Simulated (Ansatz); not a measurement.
Rb2H2SO (Pm): refractive index against wavelength

The refractive index of Rb2H2SO (Pm) along x below the direct gap (2.91 eV on the mesh) is read from one computed spectrum, n = √(Re ε). x, y and z are the Cartesian axes of the input cell.

The structure is monoclinic, space group Pm (No. 6). Conventional cell: a = 4.376 Å, b = 4.659 Å, c = 7.167 Å, α = 90.00°, β = 99.28°, γ = 90.00°. Rb on site b has 1 O at 2.65 Å as nearest neighbours. Around Rb on site a lie 4 O at 3.10 to 3.31 Å and 6 H at 3.24 to 3.38 Å and 1 S at 3.48 Å. S on site a is surrounded by 1 H at 1.35 Å. O on site b has 1 H at 0.97 Å as nearest neighbours. Around H on site b lie 1 O at 0.97 Å. Around H on site a lie 1 S at 1.35 Å.

Method: Ansatz 0.2.0, PBE, independent particles, k-mesh 6×6×4 with interpolation inside its cells, Gaussian parameter 0.1 eV.

Launch of the response step: `ansatz run input.yaml --threads 2 --pin off --max-ram 5120MiB --backend cpu --events-out ev --progress --plain --runs-dir out`. The run took 1.8 min, on 2 threads of Intel(R) Xeon(R) Platinum 8488C (Sapphire Rapids), on a shared host.

| wavelength (nm) | photon energy E (eV) | n |
| --- | --- | --- |
| 2000 | 0.620 | 1.6809 |
| 1550 | 0.800 | 1.6836 |
| 1310 | 0.946 | 1.6864 |
| 1064 | 1.165 | 1.6915 |
| 850 | 1.459 | 1.7006 |
| 700 | 1.771 | 1.7134 |
| 633 | 1.959 | ? |

In the single-oscillator model n² − 1 = E₀E_d/(E₀² − E²), so 1/(n² − 1) = E₀/E_d − E²/(E₀E_d) is linear in E².

Working, on the rows shown:

| x = E² (eV²) | y = 1/(n² − 1) |
| --- | --- |
| 0.384302 | 0.547818 |
| 0.639837 | 0.545105 |
| 0.895757 | 0.542316 |
| 1.35784 | 0.537296 |
| 2.12762 | 0.52853 |
| 3.13716 | 0.516598 |

Means: x̄ = 1.4238, ȳ = 0.53628. Σ(x − x̄)(y − ȳ) = -0.06134, Σ(x − x̄)² = 5.409. Slope = -0.06134 / 5.409 = -0.01134; intercept = ȳ − slope · x̄ = 0.55242. Turned back into n, the line misses the rows shown by at most 0.00028.

Q: Predict the last column of the withheld row from the fit.

A: At x = 3.8364 the line gives y = 0.50892, that is 1.7219. The run gave 1.7229, so the extrapolation is off by 0.001, 2 % of the range in the table.

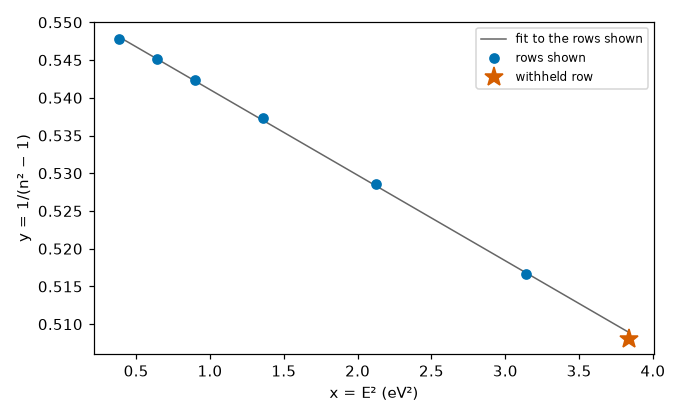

Refitted with all rows, the slope is -0.01152 and the intercept 0.55261. These give E₀ = √(intercept/−slope) = 6.93 eV and E_d = E₀/intercept = 12.5 eV; E₀ is 2.4 times the direct gap. The electronic limit at long wavelengths, without lattice vibrations, is n = √(1 + 1/intercept) = 1.676. The structure is a model and need not exist. Excitons are left out and so are local fields; PBE gaps are as a rule too small. Spin-orbit coupling is left out.
